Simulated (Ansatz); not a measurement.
Nb, pressure series

Base system: Nb in the bcc (W type) structure (space group Im-3m, No. 229; a = 3.271 Å).

Cell and atoms are relaxed at each pressure.

Computed with Ansatz (an electronic-structure program) PBEsol, without spin-orbit coupling.

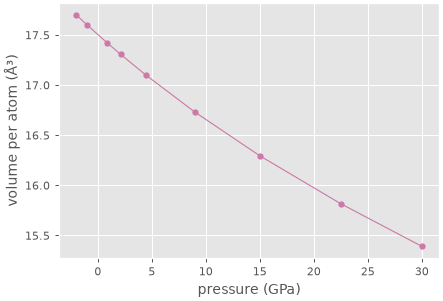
Volume against pressure

Task: Estimate the zero-pressure bulk modulus from the plot.

Result: About 180 GPa; a third-order Birch–Murnaghan fit to the points gives V₀ = 17.50 Å³/atom, B₀ = 183 GPa and B₀′ = 3.8.

Measured bulk modulus of Nb: 173.2 GPa (static lattice; corrected from measurement; as listed in Daniel Mejia-Rodriguez, S. B. Trickey, Phys. Rev. B (2018)); the computed value is 6 % above it.

Load acts through the strain it causes; cell and atoms are relaxed under it. Whether these cells are dynamically stable was not tested. No other phases were tried under pressure. The final runs are not spin-polarised.
